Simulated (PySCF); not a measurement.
**C4H7NSi: electronic excitations at several levels of theory**

How much do the electronic excitations of C4H7NSi (`C[Si@@H]1C[C@H]1C#N`) depend on the level of theory, and what does each level cost?

Computed with PySCF 2.14.0, with density-fitted response routines of our own, on a single molecule in the gas phase. Atoms are numbered from 0 throughout.

### Step 1. Starting geometry

13 atoms, charge 0, multiplicity 1; geometry from: GFN2-xTB. The atoms were then displaced at random by about 0.01 Å, so the start is not that level's minimum.

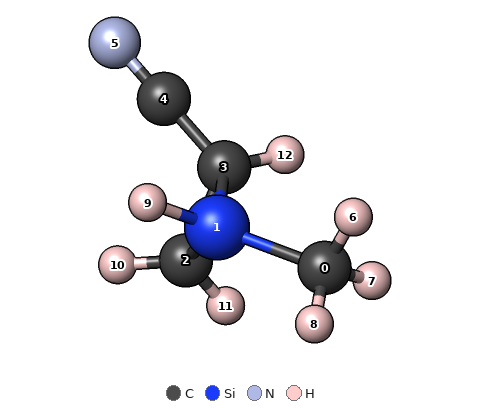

The starting geometry (carbon dark grey, silicon blue, nitrogen light blue, hydrogen pink), atoms numbered.

### Step 2. Optimising the geometry at PBE0-D3(BJ)/def2-SVP

Job settings and geometry (Å):

```
{"job": {"xc": "PBE0", "basis": "def2-SVP", "d3": "d3bj", "grid": 1, "shake": 0.01, "kind": "geom"}, "charge": 0, "multiplicity": 1}
C      2.168220     0.072810     0.089170
Si     0.394330    -0.052540     0.783320
C     -0.882630    -1.104460    -0.131820
C     -1.000660     0.415520    -0.400510
C     -2.190960     1.020090     0.109270
N     -3.119820     1.533850     0.571190
H      2.570610     1.085070     0.262960
H      2.176830    -0.078080    -0.990840
H      2.809000    -0.616850     0.572870
H      0.194440     0.200880     2.211360
H     -1.688980    -1.555890     0.431800
H     -0.590390    -1.691150    -0.983470
H     -0.834160     0.753870    -1.414220
```

Run with:

```console
$ OMP_NUM_THREADS=1 python probes_run.py task.json out
```

This one command runs all jobs of the session in turn.

What it wrote:

```text
step   0  E = -500.22402930  max force = 0.029469
step   1  E = -500.22735532  max force = 0.014302
step   2  E = -500.22859499  max force = 0.004525
step   3  E = -500.22887128  max force = 0.002921
step   4  E = -500.22896245  max force = 0.001747
step   5  E = -500.22899230  max force = 0.000561
step   6  E = -500.22900104  max force = 0.000425
optimisation converged
```

It took 35 s on 1 thread of Arm Neoverse V2, shared host; peak memory 0.51 GiB.

The steps of the relaxation:

| step | energy from step 0 (eV) | largest force component (eV/Å) |
| --- | --- | --- |
| 0 | 0.0000 | 1.5154 |
| 1 | -0.0905 | 0.7354 |
| 2 | -0.1242 | 0.2327 |
| 3 | -0.1318 | 0.1502 |
| 4 | -0.1342 | 0.0898 |
| 5 | -0.1351 | 0.0288 |
| 6 | -0.1353 | 0.0219 |

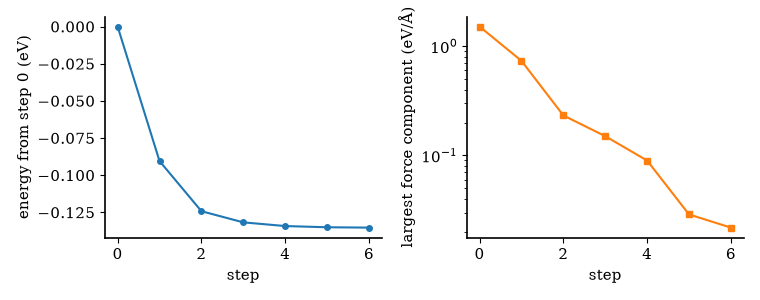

Energy and largest force along the relaxation.

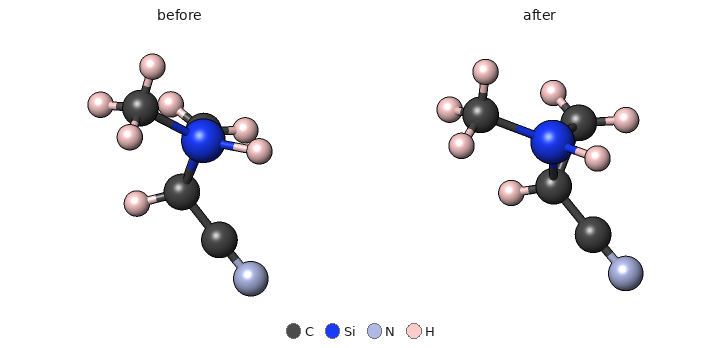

The geometry before (left) and after (right).

Close pairs (by a distance rule), those that changed most:

| bond | before (Å) | after (Å) | change (Å) |
| --- | --- | --- | --- |
| C0–Si1 | 1.909 | 1.863 | -0.046 |
| C0–H8 | 1.058 | 1.101 | +0.043 |
| Si1–C2 | 1.891 | 1.850 | -0.040 |
| C2–H11 | 1.075 | 1.095 | +0.020 |
| Si1–H9 | 1.464 | 1.482 | +0.018 |
| C3–H12 | 1.082 | 1.098 | +0.016 |
| C2–H10 | 1.082 | 1.095 | +0.013 |
| C0–H7 | 1.091 | 1.100 | +0.010 |

The final coordinates are the input of the step that follows.

| at the end point | value |
| --- | --- |
| point group (found at 0.08 Å tolerance) | C1 |
| rotational constants (GHz, main isotopes) | 7.314, 1.588, 1.475 |
| dipole moment (D) | 5.49 |

### Step 3. Ultraviolet spectrum: PBE0/def2-SVP

Job settings and geometry (Å):

```
{"job": {"kind": "uv", "xc": "PBE0", "basis": "def2-SVP"}, "charge": 0, "multiplicity": 1}
C      2.063839     0.203182    -0.446168
Si     0.543416     0.106430     0.625753
C     -0.758148    -1.173743     0.323990
C     -1.147378     0.237677    -0.198629
C     -2.233045     0.924948     0.432544
N     -3.099023     1.479068     0.971133
H      2.441326     1.235279    -0.501856
H      1.826353    -0.134977    -1.465801
H      2.867407    -0.437241    -0.050613
H      0.634901     0.676406     1.991082
H     -1.353935    -1.540227     1.166735
H     -0.622403    -1.931240    -0.455208
H     -1.152128     0.344809    -1.290904
```

Method: TDDFT PBE0/def2-SVP, vertical, gas phase, core orbitals frozen in the response.

What it wrote:

```text
coarse grid: 11376 points
cycle   1  E = -500.0867790670  dE =  5.927e-01  |g| = 5.004e-01  |ddm| = 3.808e+00
cycle   2  E = -499.9529884690  dE =  1.338e-01  |g| = 9.218e-01  |ddm| = 1.319e+00
cycle   3  E = -500.1465964435  dE = -1.936e-01  |g| = 1.805e-01  |ddm| = 8.648e-01
cycle   4  E = -500.1543406778  dE = -7.744e-03  |g| = 3.795e-02  |ddm| = 1.929e-01
cycle   5  E = -500.1546695193  dE = -3.288e-04  |g| = 1.296e-02  |ddm| = 5.667e-02
cycle   6  E = -500.1547147704  dE = -4.525e-05  |g| = 2.191e-03  |ddm| = 1.663e-02
cycle   7  E = -500.1547160173  dE = -1.247e-06  |g| = 6.849e-04  |ddm| = 3.295e-03
final grid: 105360 points
cycle   8  E = -500.2191967720  dE = -1.644e-05  |g| = 6.406e-03  |ddm| = 2.419e-02
cycle   9  E = -500.2191928612  dE =  3.911e-06  |g| = 7.506e-03  |ddm| = 1.355e-02
cycle  10  E = -500.2192078778  dE = -1.502e-05  |g| = 6.151e-04  |ddm| = 7.504e-03
cycle  11  E = -500.2192079652  dE = -8.732e-08  |g| = 2.784e-04  |ddm| = 8.743e-04
cycle  12  E = -500.2192079806  dE = -1.549e-08  |g| = 1.007e-04  |ddm| = 2.672e-04
cycle  13  E = -500.2192079828  dE = -2.162e-09  |g| = 2.677e-05  |ddm| = 1.048e-04
cycle  14  E = -500.2192079830  dE = -1.811e-10  |g| = 5.185e-06  |ddm| = 3.222e-05
converged SCF energy = -500.2192079830

Static polarisability (au): isotropic 68.487, principal 53.600 60.970 90.891

Singlet excitations
state   eV       nm        f      main configurations
  1   6.4458    192.3   0.02179   H->L+1 0.71, H->L 0.18
  2   6.7137    184.7   0.20525   H->L 0.70, H->L+1 0.20
  3   7.0722    175.3   0.00962   H->L+2 0.83, H-1->L 0.10
  4   7.1942    172.3   0.00859   H-1->L 0.71, H->L+2 0.09
  5   7.4753    165.9   0.01497   H->L+3 0.88
  6   7.6967    161.1   0.01705   H-1->L+1 0.42, H->L+4 0.24, H->L+5 0.16
  7   7.7955    159.0   0.00425   H->L+4 0.51, H->L+5 0.27
  8   8.0431    154.1   0.05931   H-1->L+2 0.34, H-2->L 0.22, H->L+5 0.13
  9   8.1681    151.8   0.02842   H-2->L 0.31, H->L+5 0.24, H-1->L+1 0.16
 10   8.3330    148.8   0.05804   H-1->L+2 0.35, H-2->L+1 0.24, H->L+5 0.12

Triplet excitations (Tamm-Dancoff, eV): 5.2151 6.0249 6.0667 6.3767
```

Wall time 13 s (1 thread of Arm Neoverse V2, shared host); peak memory 0.64 GiB.

Frontier orbitals and where they lie:

```
orbital     eV                       atoms
 HOMO−3  -9.73            N5 77 %, C4 12 %
 HOMO−2  -9.32    N5 43 %, C4 35 %, C2 9 %
 HOMO−1  -8.36   N5 29 %, C2 28 %, C4 15 %
   HOMO  -7.26  Si1 30 %, C3 25 %, N5 19 %
   LUMO   0.25    Si1 57 %, C3 9 %, N5 8 %
 LUMO+1   0.87  N5 22 %, C4 20 %, H12 16 %
 LUMO+2   0.99  Si1 33 %, C0 18 %, H8 12 %
```

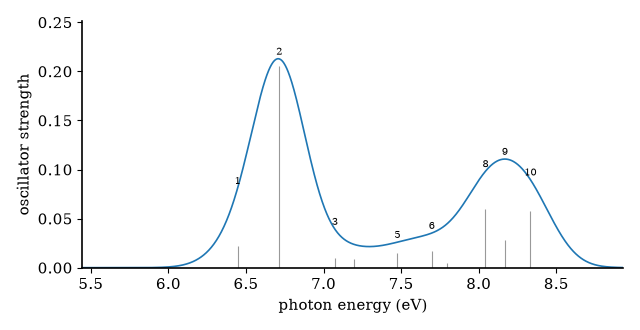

Absorption spectrum from the 10 singlet states computed; above the last one it falls off for lack of states. Lines are broadened to a width of 0.40 eV (Gaussian).

Further results of this job:

```
           property  computed
  dipole moment (D)      5.49
polarisability (Å³)     10.15
 HOMO–LUMO gap (eV)      7.51
      −ε(HOMO) (eV)      7.26
```

### Step 4. Excited states and response: PBE0/def2-TZVP

Settings changed since step 3:

```diff
@@ -1,2 +1,2 @@
-{"job": {"kind": "uv", "xc": "PBE0", "basis": "def2-SVP"}, "charge": 0, "multiplicity": 1}
+{"job": {"kind": "uv", "xc": "PBE0", "basis": "def2-TZVP"}, "charge": 0, "multiplicity": 1}
 C      2.063839     0.203182    -0.446168
```

Level: TDDFT PBE0/def2-TZVP, vertical, gas phase, core orbitals frozen in the response.

What it wrote:

```text
coarse grid: 11376 points
cycle   1  E = -500.4921881158  dE =  6.160e-01  |g| = 5.338e-01  |ddm| = 2.794e+00
cycle   2  E = -500.3636560476  dE =  1.285e-01  |g| = 9.373e-01  |ddm| = 1.911e+00
cycle   3  E = -500.5544345572  dE = -1.908e-01  |g| = 2.112e-01  |ddm| = 1.408e+00
cycle   4  E = -500.5641166569  dE = -9.682e-03  |g| = 4.818e-02  |ddm| = 1.538e-01
cycle   5  E = -500.5646254270  dE = -5.088e-04  |g| = 1.571e-02  |ddm| = 5.903e-02
cycle   6  E = -500.5646891688  dE = -6.374e-05  |g| = 2.484e-03  |ddm| = 1.397e-02
cycle   7  E = -500.5646905945  dE = -1.426e-06  |g| = 9.052e-04  |ddm| = 2.371e-03
final grid: 105360 points
cycle   8  E = -500.5529365078  dE = -4.246e-05  |g| = 7.154e-03  |ddm| = 6.054e-02
cycle   9  E = -500.5529317582  dE =  4.750e-06  |g| = 8.308e-03  |ddm| = 1.258e-02
cycle  10  E = -500.5529488359  dE = -1.708e-05  |g| = 6.867e-04  |ddm| = 6.319e-03
cycle  11  E = -500.5529489184  dE = -8.257e-08  |g| = 4.359e-04  |ddm| = 1.079e-03
cycle  12  E = -500.5529489539  dE = -3.546e-08  |g| = 1.931e-04  |ddm| = 4.422e-04
cycle  13  E = -500.5529489618  dE = -7.885e-09  |g| = 3.429e-05  |ddm| = 1.324e-04
cycle  14  E = -500.5529489620  dE = -2.651e-10  |g| = 8.664e-06  |ddm| = 3.581e-05
converged SCF energy = -500.5529489620

Static polarisability (au): isotropic 76.381, principal 60.746 67.844 100.553

Singlet excitations
state   eV       nm        f      main configurations
  1   6.2150    199.5   0.05877   H->L+2 0.45, H->L 0.41
  2   6.4109    193.4   0.14052   H->L 0.52, H->L+2 0.37
  3   6.6672    186.0   0.00432   H->L+1 0.82, H->L+2 0.10
  4   6.9654    178.0   0.01442   H-1->L 0.79
  5   7.1324    173.8   0.01158   H->L+3 0.65, H->L+4 0.25
  6   7.3006    169.8   0.00119   H->L+4 0.51, H->L+3 0.16, H-1->L+2 0.12
  7   7.3890    167.8   0.01547   H->L+5 0.58, H->L+4 0.16
  8   7.6248    162.6   0.01874   H-1->L+1 0.38, H->L+5 0.21, H-1->L+2 0.17
  9   7.8122    158.7   0.10501   H-1->L+2 0.31, H-2->L 0.20, H-1->L+1 0.15
 10   8.0035    154.9   0.00655   H-2->L 0.36, H-1->L+1 0.27

Triplet excitations (Tamm-Dancoff, eV): 5.0697 5.8393 5.9145 6.2436
```

It took 34 s on 1 thread of Arm Neoverse V2, shared host; peak memory 0.95 GiB.

This run: HOMO -7.31 eV, LUMO -0.08 eV; lowest singlet 6.21 eV.

### Step 5. Ultraviolet spectrum: PBE0/aug-cc-pVDZ

Settings changed since step 4:

```diff
@@ -1,2 +1,2 @@
-{"job": {"kind": "uv", "xc": "PBE0", "basis": "def2-TZVP"}, "charge": 0, "multiplicity": 1}
+{"job": {"kind": "uv", "xc": "PBE0", "basis": "aug-cc-pVDZ"}, "charge": 0, "multiplicity": 1}
 C      2.063839     0.203182    -0.446168
```

Level: TDDFT PBE0/aug-cc-pVDZ, vertical, gas phase, core orbitals frozen in the response.

What it wrote:

```text
coarse grid: 11376 points
cycle   1  E = -500.4030056068  dE =  6.608e-01  |g| = 5.029e-01  |ddm| = 9.446e+00
cycle   2  E = -500.2759789858  dE =  1.270e-01  |g| = 9.067e-01  |ddm| = 2.785e+00
cycle   3  E = -500.4625203308  dE = -1.865e-01  |g| = 1.921e-01  |ddm| = 1.863e+00
cycle   4  E = -500.4711370013  dE = -8.617e-03  |g| = 3.876e-02  |ddm| = 3.954e-01
cycle   5  E = -500.4714763024  dE = -3.393e-04  |g| = 1.398e-02  |ddm| = 1.026e-01
cycle   6  E = -500.4715297768  dE = -5.347e-05  |g| = 2.146e-03  |ddm| = 3.359e-02
cycle   7  E = -500.4715309779  dE = -1.201e-06  |g| = 7.003e-04  |ddm| = 5.950e-03
final grid: 105360 points
cycle   8  E = -500.4861915407  dE = -2.010e-05  |g| = 6.987e-03  |ddm| = 1.687e-01
cycle   9  E = -500.4861863548  dE =  5.186e-06  |g| = 8.310e-03  |ddm| = 3.359e-02
cycle  10  E = -500.4862046687  dE = -1.831e-05  |g| = 1.032e-03  |ddm| = 1.776e-02
cycle  11  E = -500.4862049065  dE = -2.379e-07  |g| = 3.815e-04  |ddm| = 1.986e-03
cycle  12  E = -500.4862049361  dE = -2.953e-08  |g| = 1.096e-04  |ddm| = 8.958e-04
cycle  13  E = -500.4862049388  dE = -2.771e-09  |g| = 3.027e-05  |ddm| = 2.815e-04
cycle  14  E = -500.4862049391  dE = -2.384e-10  |g| = 7.263e-06  |ddm| = 7.486e-05
converged SCF energy = -500.4862049391

Static polarisability (au): isotropic 80.196, principal 64.739 71.285 104.564

Singlet excitations
state   eV       nm        f      main configurations
  1   5.9152    209.6   0.00783   H->L 0.78, H->L+2 0.15
  2   6.1735    200.8   0.03966   H->L+1 0.47, H->L+2 0.30, H->L 0.12
  3   6.2431    198.6   0.09536   H->L+1 0.46, H->L+2 0.41
  4   6.6323    186.9   0.01043   H->L+3 0.85
  5   6.7550    183.5   0.01757   H->L+4 0.64, H-1->L 0.09
  6   6.7928    182.5   0.04565   H->L+7 0.20, H->L+8 0.13, H->L+5 0.11
  7   6.9980    177.2   0.00128   H-1->L+1 0.56, H->L+5 0.12
  8   7.1520    173.4   0.02767   H-1->L 0.48, H->L+5 0.22, H-1->L+1 0.12
  9   7.2921    170.0   0.06055   H->L+5 0.32, H-1->L 0.29, H->L+7 0.09
 10   7.3586    168.5   0.00320   H-1->L+2 0.50, H->L+8 0.14

Triplet excitations (Tamm-Dancoff, eV): 5.0890 5.7232 5.8311 6.0840
```

It took 29 s on 1 thread of Arm Neoverse V2, shared host; peak memory 0.9 GiB.

In short: HOMO -7.31 eV, LUMO -0.41 eV; lowest singlet 5.92 eV.

### Step 6. Excited states and response: PBE0/def2-TZVPD

Settings changed since step 5:

```diff
@@ -1,2 +1,2 @@
-{"job": {"kind": "uv", "xc": "PBE0", "basis": "aug-cc-pVDZ"}, "charge": 0, "multiplicity": 1}
+{"job": {"kind": "uv", "xc": "PBE0", "basis": "def2-TZVPD"}, "charge": 0, "multiplicity": 1}
 C      2.063839     0.203182    -0.446168
```

Level: TDDFT PBE0/def2-TZVPD, vertical, gas phase, core orbitals frozen in the response.

What it wrote:

```text
coarse grid: 11376 points
cycle   1  E = -500.4931066221  dE =  6.158e-01  |g| = 5.335e-01  |ddm| = 4.944e+00
cycle   2  E = -500.3636831187  dE =  1.294e-01  |g| = 9.387e-01  |ddm| = 1.819e+00
cycle   3  E = -500.5552218312  dE = -1.915e-01  |g| = 2.114e-01  |ddm| = 9.066e-01
cycle   4  E = -500.5649111226  dE = -9.689e-03  |g| = 4.831e-02  |ddm| = 1.863e-01
cycle   5  E = -500.5654236364  dE = -5.125e-04  |g| = 1.569e-02  |ddm| = 8.169e-02
cycle   6  E = -500.5654872885  dE = -6.365e-05  |g| = 2.487e-03  |ddm| = 1.848e-02
cycle   7  E = -500.5654887180  dE = -1.430e-06  |g| = 8.948e-04  |ddm| = 4.408e-03
final grid: 105360 points
cycle   8  E = -500.5537483852  dE = -4.468e-05  |g| = 7.166e-03  |ddm| = 2.444e-01
cycle   9  E = -500.5537435673  dE =  4.818e-06  |g| = 8.338e-03  |ddm| = 1.639e-02
cycle  10  E = -500.5537607765  dE = -1.721e-05  |g| = 6.848e-04  |ddm| = 8.313e-03
cycle  11  E = -500.5537608590  dE = -8.247e-08  |g| = 4.338e-04  |ddm| = 1.298e-03
cycle  12  E = -500.5537608939  dE = -3.494e-08  |g| = 1.973e-04  |ddm| = 4.257e-04
cycle  13  E = -500.5537609022  dE = -8.210e-09  |g| = 3.479e-05  |ddm| = 1.598e-04
cycle  14  E = -500.5537609024  dE = -2.722e-10  |g| = 8.818e-06  |ddm| = 4.686e-05
converged SCF energy = -500.5537609024

Static polarisability (au): isotropic 79.908, principal 64.727 71.070 103.928

Singlet excitations
state   eV       nm        f      main configurations
  1   6.0503    204.9   0.02804   H->L 0.47, H->L+2 0.34, H->L+1 0.10
  2   6.2395    198.7   0.08811   H->L+1 0.82, H->L 0.11
  3   6.2823    197.4   0.05348   H->L+2 0.56, H->L 0.36
  4   6.8033    182.2   0.00718   H->L+3 0.57, H->L+4 0.30
  5   6.8490    181.0   0.01696   H-1->L 0.44, H->L+4 0.27
  6   6.9053    179.5   0.03409   H->L+3 0.31, H->L+5 0.26, H->L+4 0.19
  7   7.0535    175.8   0.00494   H->L+5 0.39, H-1->L 0.21, H->L+4 0.12
  8   7.3520    168.6   0.04834   H-1->L+1 0.47, H-1->L+2 0.19, H->L+5 0.09
  9   7.4072    167.4   0.02110   H-1->L+2 0.44, H-1->L+1 0.19, H-1->L 0.14
 10   7.6644    161.8   0.02742   H->L+6 0.43, H->L+7 0.29

Triplet excitations (Tamm-Dancoff, eV): 5.0445 5.7529 5.8202 6.1428
```

It took 50 s on 1 thread of Arm Neoverse V2, shared host; peak memory 1.1 GiB.

This run: HOMO -7.32 eV, LUMO -0.22 eV; lowest singlet 6.05 eV.

### Step 7. Excited states and response: PBE0/6-31+G*

Settings changed since step 6:

```diff
@@ -1,2 +1,2 @@
-{"job": {"kind": "uv", "xc": "PBE0", "basis": "def2-TZVPD"}, "charge": 0, "multiplicity": 1}
+{"job": {"kind": "uv", "xc": "PBE0", "basis": "6-31+G*"}, "charge": 0, "multiplicity": 1}
 C      2.063839     0.203182    -0.446168
```

Method: TDDFT PBE0/6-31+G*, vertical, gas phase, core orbitals frozen in the response.

What it wrote:

```text
coarse grid: 11376 points
cycle   1  E = -500.4406941756  dE =  6.451e-01  |g| = 5.018e-01  |ddm| = 4.319e+00
cycle   2  E = -500.3182791897  dE =  1.224e-01  |g| = 8.942e-01  |ddm| = 1.706e+00
cycle   3  E = -500.5002386869  dE = -1.820e-01  |g| = 1.942e-01  |ddm| = 1.025e+00
cycle   4  E = -500.5090795378  dE = -8.841e-03  |g| = 3.841e-02  |ddm| = 2.709e-01
cycle   5  E = -500.5094149778  dE = -3.354e-04  |g| = 1.320e-02  |ddm| = 8.283e-02
cycle   6  E = -500.5094622417  dE = -4.726e-05  |g| = 2.063e-03  |ddm| = 2.465e-02
cycle   7  E = -500.5094633371  dE = -1.095e-06  |g| = 6.781e-04  |ddm| = 8.496e-03
final grid: 105360 points
cycle   8  E = -500.4507050163  dE = -1.879e-05  |g| = 7.013e-03  |ddm| = 4.945e-02
cycle   9  E = -500.4507002469  dE =  4.769e-06  |g| = 8.282e-03  |ddm| = 1.954e-02
cycle  10  E = -500.4507186129  dE = -1.837e-05  |g| = 8.286e-04  |ddm| = 1.128e-02
cycle  11  E = -500.4507187632  dE = -1.504e-07  |g| = 3.668e-04  |ddm| = 1.414e-03
cycle  12  E = -500.4507187904  dE = -2.715e-08  |g| = 1.149e-04  |ddm| = 4.302e-04
cycle  13  E = -500.4507187934  dE = -2.967e-09  |g| = 2.869e-05  |ddm| = 2.081e-04
cycle  14  E = -500.4507187936  dE = -2.044e-10  |g| = 6.865e-06  |ddm| = 9.310e-05
converged SCF energy = -500.4507187936

Static polarisability (au): isotropic 74.516, principal 58.362 65.951 99.236

Singlet excitations
state   eV       nm        f      main configurations
  1   5.9993    206.7   0.01041   H->L 0.76, H->L+2 0.18
  2   6.2335    198.9   0.07873   H->L+1 0.77, H->L+2 0.11
  3   6.3078    196.6   0.06630   H->L+2 0.60, H->L 0.19, H->L+1 0.16
  4   6.7742    183.0   0.01137   H->L+3 0.79, H->L+4 0.13
  5   6.8535    180.9   0.01530   H-1->L+1 0.21, H->L+4 0.18, H-1->L 0.15
  6   6.8928    179.9   0.04988   H->L+4 0.38, H->L+5 0.33, H->L+3 0.10
  7   7.0513    175.8   0.00077   H-1->L+1 0.51, H->L+5 0.23, H->L+4 0.12
  8   7.2705    170.5   0.08267   H-1->L 0.62, H-1->L+1 0.16
  9   7.4513    166.4   0.00488   H-1->L+2 0.65, H-1->L+4 0.10, H-1->L 0.10
 10   7.6452    162.2   0.01822   H->L+6 0.68, H-1->L+4 0.09

Triplet excitations (Tamm-Dancoff, eV): 5.0956 5.7535 5.8911 6.1338
```

Wall time 14 s (1 thread of Arm Neoverse V2, shared host); peak memory 0.67 GiB.

This run: HOMO -7.31 eV, LUMO -0.28 eV; lowest singlet 6.00 eV.

### Step 8. Comparing the runs: electronic excitations

Excitations and ground-state properties, with basis size and wall time:

| run | lowest singlet (eV) | brightest (eV) | f | gap (eV) | α (Å³) | μ (D) | functions | time |
| --- | --- | --- | --- | --- | --- | --- | --- | --- |
| PBE0/def2-SVP | 6.45 | 6.71 | 0.205 | 7.51 | 10.15 | 5.49 | 123 | 13 s |
| PBE0/def2-TZVP | 6.21 | 6.41 | 0.141 | 7.23 | 11.32 | 5.78 | 234 | 34 s |
| PBE0/aug-cc-pVDZ | 5.92 | 6.24 | 0.095 | 6.90 | 11.88 | 5.77 | 205 | 29 s |
| PBE0/def2-TZVPD | 6.05 | 6.24 | 0.088 | 7.10 | 11.84 | 5.82 | 291 | 50 s |
| PBE0/6-31+G* | 6.00 | 7.27 | 0.083 | 7.03 | 11.04 | 5.80 | 126 | 14 s |

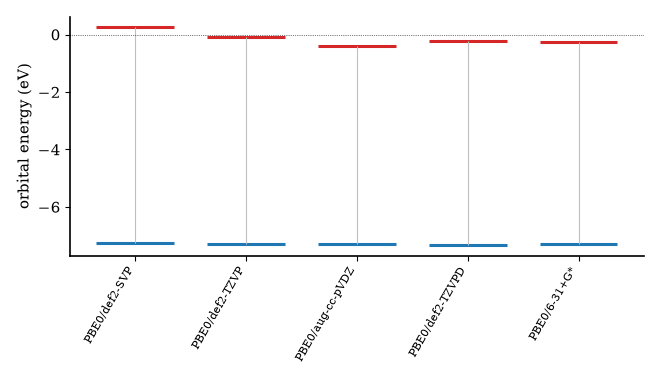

HOMO (blue) and LUMO (red) run by run.

### Step 9. Summary of results

| quantity | value |
| --- | --- |
| point group | C1 |
| rotational constants (main isotopes) | 7.31, 1.59, 1.48 GHz |
| lowest singlet (PBE0/def2-SVP) | 6.45 eV (192 nm), f = 0.022 |
| brightest single state of those computed | state 2, 6.71 eV, f = 0.205 |
| lowest triplet | 5.22 eV |
| range of the lowest singlet | 5.92 to 6.45 eV |

**Reading.** Single values in the summary come from the first sound run of each kind (PBE0/def2-SVP), which need not be the best level. The start of the PBE0/def2-SVP relaxation was shaken at random by about 0.01 Å, so part of the energy gained, and of the first lengths quoted, undoes that. The optimisation took 6 steps and gained 0.135 eV; among the close pairs (by a distance rule), C0–Si1 changed most, from 1.909 to 1.863 Å. The first singlet state (HOMO→LUMO+1 0.71, HOMO→LUMO 0.18) lies at 6.45 eV and is weak; of the 10 states computed, the strongest absorption comes from state 2 at 6.71 eV. The lowest triplet lies 1.23 eV below the lowest singlet (triplets in Tamm-Dancoff, singlets in full TDDFT). The basis of PBE0/def2-SVP has no diffuse functions, so Rydberg states are missing and the high states are unreliable. The lowest singlet runs from 5.92 eV (PBE0/aug-cc-pVDZ) to 6.45 eV (PBE0/def2-SVP), while the orbital gap spans 6.90 to 7.51 eV. The lowest state need not be the same one in every run.
